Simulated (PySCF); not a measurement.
# C5H10F2OSi (SMILES FC(F)O[C@H]1CC[SiH2]C1): what the fields show

```xyz
19

F     2.0202    0.6693    1.4943
C     1.9216    1.1875    0.2441
F     2.4750    2.4015    0.2819
O     0.6349    1.3255   -0.1258
C     0.0105    0.2090   -0.7675
C    -0.1834   -0.9564    0.2070
C    -1.1344   -0.5086    1.3277
Si   -2.3226    0.6980    0.4587
C    -1.3647    0.7133   -1.1884
H     2.5024    0.5349   -0.4371
H     0.6347   -0.0893   -1.6322
H     0.7799   -1.3192    0.5981
H    -0.6241   -1.7884   -0.3681
H    -1.6356   -1.3592    1.8114
H    -0.5709    0.0287    2.1056
H    -3.7115    0.1655    0.2959
H    -2.4082    2.0334    1.1197
H    -1.2912    1.6876   -1.6914
H    -1.8202   -0.0020   -1.8913
```

Geometry: PBE0-D3(BJ)/def2-SVP.

These are results of PySCF 2.14.0, PBE0/pcSseg-1, SCF density, gas phase, non-relativistic, not measurements.

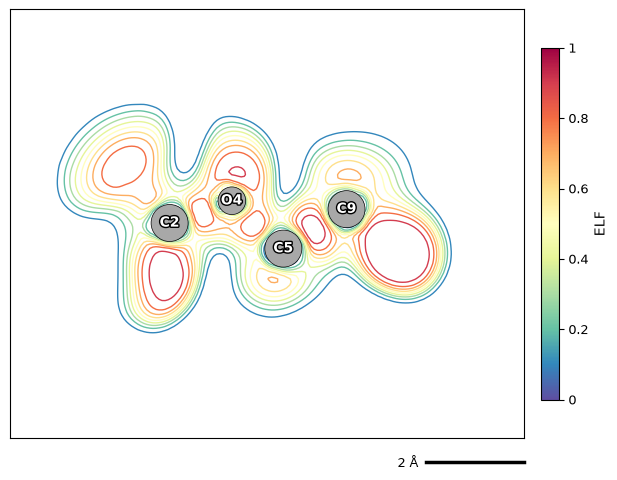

Figure 1. Electron localisation function on the plane of atoms C2, O4 and C5. Grey discs cover the atomic cores.

Question: What do the fields say about this system?

Answer: The section cuts through C and O sites.
C–O (1.35 Å): the ELF peaks at about 0.90 between the atoms; a polar covalent bond.
C–C (1.52 Å): the ELF peaks at about 0.95 between the atoms; a shared electron pair.
C–O (1.43 Å): the ELF peaks at about 0.90 between the atoms (a shared but strongly polarised pair).
The ELF also peaks beside O4 and F3, away from the bonds: lone-pair regions.

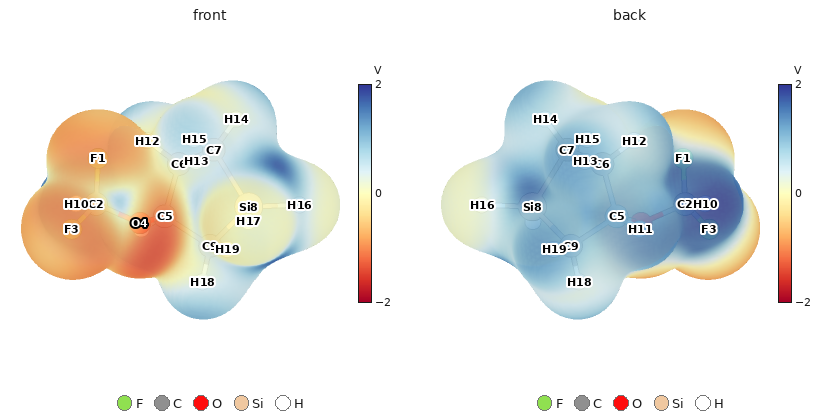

Figure 2. The molecular electrostatic potential painted on the density surface at 0.004 e/bohr³, seen from the front and from behind; the colour scale runs from red (negative) to blue (positive).

Question: Which sites attract a positive test charge, and which a negative one?

Answer: A positive charge is drawn to the negative regions and a negative charge to the positive ones. The most negative region (about −1.3 V, or −30 kcal/mol for a unit charge) lies over O4, the most positive (about +1.8 V, or +42 kcal/mol for a unit charge) over H10. O4 is the likeliest acceptor of a hydrogen bond.

Question: What dipole moment does the calculation give?

Answer: Its dipole moment is 3.02 D.
